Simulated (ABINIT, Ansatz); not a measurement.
# A GW chain in ABINIT: PNO (Cc)

Wanted: ground state, empty states, screening and self-energy for PNO (Cc).

Calculated with ABINIT 10.8.3; LDA and many-body steps on it, plane waves.

### Step 1. The structure

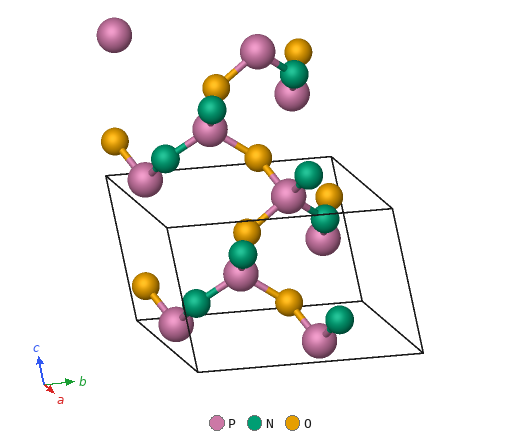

The cell as given, slightly off an axis (phosphorus pink, nitrogen teal, oxygen orange). 1×1×2 cells are drawn. This picture shows the conventional cell, with its axes. Bonds to atoms that aren't drawn are left out. Some periodic images of atoms are drawn too.

The cell and positions are those that the Materials Project relaxed with its own functionals (PBE, PBE+U or r2SCAN), kept fixed.

### Step 2. Ground state

This step: ABINIT 10.8.3; DFT, LDA, plane waves, norm-conserving pseudopotentials.

The ground-state density comes first.

Input file run.abi:

```
acell 3*1.0 Angstrom
rprim 
  3.278002254000 -3.286113380400 0.000000000000
  3.278002254000 3.286113380400 0.000000000000
  -3.028551860300 0.000000000000 3.488865954800
ntypat 3
znucl 15 7 8
natom 6
typat 1 1 2 2 3 3
xred 
  0.730409600000 0.010313920000 0.000167090000
  0.010313920000 0.730409600000 0.500167090000
  0.742864730000 0.382544620000 0.249632690000
  0.382544620000 0.742864730000 0.749632690000
  0.883089610000 0.000777520000 0.750200220000
  0.000777520000 0.883089610000 0.250200220000
pp_dirpath "pseudos"
pseudos "P.upf, N.upf, O.upf"
ecut 36
ngkpt 6 6 6
nshiftk 1
shiftk 0 0 0
kptopt 1
chksymbreak 0
nband 23
occopt 1
tolvrs 1e-10
nstep 60
prtwf 0
optforces 0
optstress 0
indata_prefix "in"
outdata_prefix "out"
tmpdata_prefix "tmp"
```

On the command line:

```
OMP_NUM_THREADS=1 mpirun -n 4 abinit run.abi > log
```

Numbers of over 12 decimals in the logs are rounded to 6 here.

The program printed:

```text
.Version 10.8.3 of ABINIT. v10.8.2 released Aug 2026.

 Symmetries : space group Cc (#  9); Bravais mC (1-face-center monocl.)
================================================================================
 Values of the parameters that define the memory need of the present run
     intxc =       0    ionmov =       0      iscf =       7    lmnmax =       6
     lnmax =       6     mgfft =      48  mpssoang =       3    mqgrid =    3001
     natom =       6  nloc_mem =       1    nspden =       1   nspinor =       1
    nsppol =       1      nsym =       2    n1xccc =    2501    ntypat =       3
    occopt =       1   xclevel =       1
-    mband =          23        mffmem =           1         mkmem =          17
       mpw =        5251          nfft =      110592          nkpt =          68
================================================================================
  Rough estimation (10% accuracy) of disk space for files :
================================================================================

--------------------------------------------------------------------------------
------------- Echo of variables that govern the present computation ------------
--------------------------------------------------------------------------------
 -outvars: echo values of preprocessed input variables --------
            acell      1.8897261259E+00  1.8897261259E+00  1.8897261259E+00 Bohr

      chksymbreak           0
             ecut      3.60000000E+01 Hartree
-          fftalg         312

              ixc       -1012
              kpt      0.00000000E+00  0.00000000E+00  0.00000000E+00
                       1.66666667E-01  0.00000000E+00  0.00000000E+00
                       3.33333333E-01  0.00000000E+00  0.00000000E+00
                       5.00000000E-01  0.00000000E+00  0.00000000E+00
                       1.66666667E-01  1.66666667E-01  0.00000000E+00
                       3.33333333E-01  1.66666667E-01  0.00000000E+00
                       5.00000000E-01  1.66666667E-01  0.00000000E+00
                      -3.33333333E-01  1.66666667E-01  0.00000000E+00
                      -1.66666667E-01  1.66666667E-01  0.00000000E+00
   [... 39 further rows ...]
                      -1.66666667E-01  3.33333333E-01  3.33333333E-01
                       5.00000000E-01  5.00000000E-01  3.33333333E-01
                       outvar_i_n : Printing only first  50 k-points.
         kptrlatt        6    0    0      0    6    0      0    0    6
          kptrlen      5.23831003E+01
P           mkmem          17
            natom           6
            nband          23
            ngfft          48      48      48
             nkpt          68
            nstep          60
             nsym           2
           ntypat           3
              occ      2.000000  2.000000  2.000000  2.000000  2.000000  2.000000
                       2.000000  2.000000  2.000000  2.000000  2.000000  2.000000
                       2.000000  2.000000  2.000000  2.000000  0.000000  0.000000
                       0.000000  0.000000  0.000000  0.000000  0.000000
        optforces           0
        optstress           0
            prtwf           0
            rprim      3.2780022540E+00 -3.2861133804E+00  0.0000000000E+00
[...]
spgroup           9

           tolvrs      1.00000000E-10

             xred      7.3040960000E-01  1.0313920000E-02  1.6709000000E-04
[...]
znucl       15.00000    7.00000    8.00000

================================================================================

 chkinp: Checking input parameters for consistency.

================================================================================
== DATASET  1 ==================================================================
-   mpi_nproc: 4, omp_nthreads: 1 (-1 if OMP is not activated)

--- !DatasetInfo
iteration_state: {dtset: 1, }
dimensions: {natom: 6, nkpt: 68, mband: 23, nsppol: 1, nspinor: 1, nspden: 1, mpw: 5251, }
cutoff_energies: {ecut:  36.0, pawecutdg:  -1.0, }
electrons: {nelect:   3.20000000E+01, charge:   0.00000000E+00, occopt:   1.00000000E+00, tsmear:   1.00000000E-02, }

 Real(R)+Recip(G) space primitive vectors, cartesian coordinates (Bohr,Bohr^-1):
 R(1)=  6.1945265 -6.2098543  0.0000000  G(1)=  0.0807164 -0.0805172  0.0700669
 R(2)=  6.1945265  6.2098543  0.0000000  G(2)=  0.0807164  0.0805172  0.0700669
 R(3)= -5.7231336  0.0000000  6.5930011  G(3)=  0.0000000  0.0000000  0.1516760
 Unit cell volume ucvol=  5.0722736E+02 bohr^3
 Angles (23,13,12)=  1.17578149E+02  1.17578149E+02  9.01415981E+01 degrees

 getcut: wavevector=  0.0000  0.0000  0.0000  ngfft=  48  48  48
         ecut(hartree)=     36.000   => boxcut(ratio)=   2.02615

--- Pseudopotential description ------------------------------------------------
- P Generated using ONCVPSP code by D. R. Hamann
- 15.00000   5.00000  180309                  znucl, zion, pspdat
12 -1012 2 -1 1298                            pspcod,pspxc,lmax,lloc,mmax
     nproj     2     2     2
  pspatm : epsatm=    7.03163270
         --- l  ekb(1:nproj) -->
[...]
pspatm: atomic psp has been read  and splines computed

- N Generated using ONCVPSP code by D. R. Hamann
-  7.00000   5.00000  180309                  znucl, zion, pspdat
12 -1012 1 -1 1058                            pspcod,pspxc,lmax,lloc,mmax
     nproj     2     2     0
  pspatm : epsatm=    5.30777321
         --- l  ekb(1:nproj) -->
[...]
pspatm: atomic psp has been read  and splines computed

- O Generated using ONCVPSP code by D. R. Hamann
-  8.00000   6.00000  201201                  znucl, zion, pspdat
12 -1012 2 -1 926                             pspcod,pspxc,lmax,lloc,mmax
     nproj     2     2     1
  pspatm : epsatm=    6.27558587
         --- l  ekb(1:nproj) -->
[...]
2   -1.033686
 pspatm: atomic psp has been read  and splines computed

   1.19135947E+03                                ecore*ucvol(ha*bohr**3)
--------------------------------------------------------------------------------

_setup2: Arith. and geom. avg. npw (full set) are    5232.662    5232.656

================================================================================

--- !BeginCycle
iteration_state: {dtset: 1, }
solver: {iscf: 7, nstep: 60, nline: 4, wfoptalg: 0, }
tolerances: {tolvrs: 1.00E-10, }

     iter   Etot(hartree)      deltaE(h)  residm     vres2
 ETOT  1  -67.332334654529    -6.733E+01 6.472E-02 1.253E+03
 ETOT  2  -67.461112904683    -1.288E-01 4.663E-02 8.875E+02
 ETOT  3  -67.765692074460    -3.046E-01 1.556E-02 5.363E+00
 ETOT  4  -67.767214176252    -1.522E-03 5.701E-03 2.036E-01
 ETOT  5  -67.767224689094    -1.051E-05 1.842E-03 3.338E-02
 ETOT  6  -67.767230366268    -5.677E-06 2.160E-03 1.265E-02
 ETOT  7  -67.767232274507    -1.908E-06 1.380E-03 2.894E-04
 ETOT  8  -67.767232321141    -4.663E-08 1.829E-03 1.366E-05
 ETOT  9  -67.767232322335    -1.194E-09 1.063E-03 2.441E-07
 ETOT 10  -67.767232322354    -1.916E-11 1.259E-03 2.374E-08
 ETOT 11  -67.767232322357    -2.473E-12 7.442E-04 1.616E-09
 ETOT 12  -67.767232322356     8.242E-13 9.511E-04 3.912E-11

 At SCF step   12       vres2   =  3.91E-11 < tolvrs=  1.00E-10 =>converged.

--- !ResultsGS
iteration_state: {dtset: 1, }
comment   : Summary of ground state results
lattice_vectors:
- [  6.1945265,  -6.2098543,   0.0000000, ]
- [  6.1945265,   6.2098543,   0.0000000, ]
- [ -5.7231336,   0.0000000,   6.5930011, ]
lattice_lengths: [   8.77123,    8.77123,    8.73052, ]
lattice_angles: [117.578, 117.578,  90.142, ] # degrees, (23, 13, 12)
lattice_volume:   5.0722736E+02
convergence: {deltae:  8.242E-13, res2:  3.912E-11, residm:  9.511E-04, diffor:  0.000E+00, }
etotal    :  -6.77672323E+01
entropy   :   0.00000000E+00
fermie    :   7.34964566E-02
cartesian_stress_tensor: null
pressure_GPa: null
xred      :
- [  7.3041E-01,   1.0314E-02,   1.6709E-04,  P]
- [  1.0314E-02,   7.3041E-01,   5.0017E-01,  P]
- [  7.4286E-01,   3.8254E-01,   2.4963E-01,  N]
- [  3.8254E-01,   7.4286E-01,   7.4963E-01,  N]
- [  8.8309E-01,   7.7752E-04,   7.5020E-01,  O]
- [  7.7752E-04,   8.8309E-01,   2.5020E-01,  O]
cartesian_forces: null
force_length_stats: {min: null, max: null, mean: null, }

 Integrated electronic density in atomic spheres:
 ------------------------------------------------
 Atom  Sphere_radius  Integrated_density
[...]
================================================================================

 ----iterations are completed or convergence reached----

 Mean square residual over all n,k,spin=   22.275E-07; max=  95.107E-05
 reduced coordinates (array xred) for    6 atoms
[...]
0.010313920000      0.730409600000      0.500167090000
       0.742864730000      0.382544620000      0.249632690000
       0.382544620000      0.742864730000      0.749632690000
       0.883089610000      0.000777520000      0.750200220000
       0.000777520000      0.883089610000      0.250200220000
 rms dE/dt=  0.0000E+00; max dE/dt=  0.0000E+00; dE/dt below (all hartree)
    1       0.000000000000      0.000000000000      0.000000000000
    2       0.000000000000      0.000000000000      0.000000000000
    3       0.000000000000      0.000000000000      0.000000000000
    4       0.000000000000      0.000000000000      0.000000000000
    5       0.000000000000      0.000000000000      0.000000000000
    6       0.000000000000      0.000000000000      0.000000000000

 cartesian coordinates (angstrom) at end:
    1      2.427587    -2.366316     0.000582955
    2      0.913311     2.366316     1.745016
    3      2.933069    -1.184053     0.870935
    4      1.418793     1.184053     2.615368
    5      0.625298    -2.899378     2.617348
    6      2.139574     2.899378     0.872915
 length scales=  1.889726125908  1.889726125908  1.889726125908 bohr
              =  1.000000000000  1.000000000000  1.000000000000 angstroms
 prteigrs : about to open file out_EIG
 Fermi (or HOMO) energy (hartree) =   0.07350   Average Vxc (hartree)=  -0.36269
 Eigenvalues (hartree) for nkpt=  68  k points:
 kpt#   1, nband= 23, wtk=  0.00463, kpt=  0.0000  0.0000  0.0000 (reduced coord)
  -0.74320   -0.64812   -0.52158   -0.46041   -0.43847   -0.25704   -0.24169   -0.21458
  -0.10663   -0.07696   -0.05318   -0.03773    0.00124    0.00570    0.05172    0.05370
   0.25803    0.27369    0.34851    0.37689    0.38782    0.44024    0.44302
 prteigrs : prtvol=0 or 1, do not print more k-points.

--- !EnergyTerms
iteration_state     : {dtset: 1, }
comment             : Components of total free energy in Hartree
kinetic             :  4.31826797501565E+01
hartree             :  2.38023673037214E+01
xc                  : -1.88032326366291E+01
Ewald energy        : -4.11461899459352E+01
psp_core            :  2.34876815174364E+00
local_psp           : -7.09234291867994E+01
non_local_psp       : -6.22819575861398E+00
total_energy        : -6.77672323223561E+01
total_energy_eV     : -1.84404033354476E+03
band_energy         : -7.43399037514782E+00

== END DATASET(S) ==============================================================
================================================================================

 -outvars: echo values of variables after computation  --------
           etotal     -6.7767232322E+01
            nband          23
             nkpt          68
          spgroup           9
 [... the other variables as echoed above ...]

 Calculation completed.
```

It took 2.3 min on 4 MPI ranks of Arm Neoverse N1, shared host; peak memory 0.45 GiB; 9.3 min of CPU time.

This step gave:

```yaml
total_energy: -1844.0403 eV
gap: 5.021 eV
k_of_the_valence_top: 0.5, 0.5, 0
k_of_the_conduction_bottom: 0, 0, 0
least_direct_gap: 5.560 eV
```

The gap is indirect, with the least direct gap 0.54 eV higher.

(Part 1 of 3 ends here.)

[Paths, hosts, dates, memory and timing lines, banners, echoed tables and standing remarks are left out of the program output.]

[Logs are printed without paths, hosts, clocks, repeated set-up lines and the standing remarks that a program may print on its own settings, such as how far it seeks lower states.]

[Runs of the session that timed out or met a known fault of the program may be left out.]

[Hosts, paths, dates, database ids (printed as entryN), source tags and the programs' standing remarks are cut or masked in the printed files.]

[G0W0 gaps are taken among the corrected bands and points alone; a level outside them can change the order at an edge.]

[Where Ansatz stands beside ABINIT at settings called matched, ABINIT's density can come from a denser mesh and the files from another edition; pairs whose starting gaps differed by over 0.03 eV were left out, so agreement reads better than it is.]
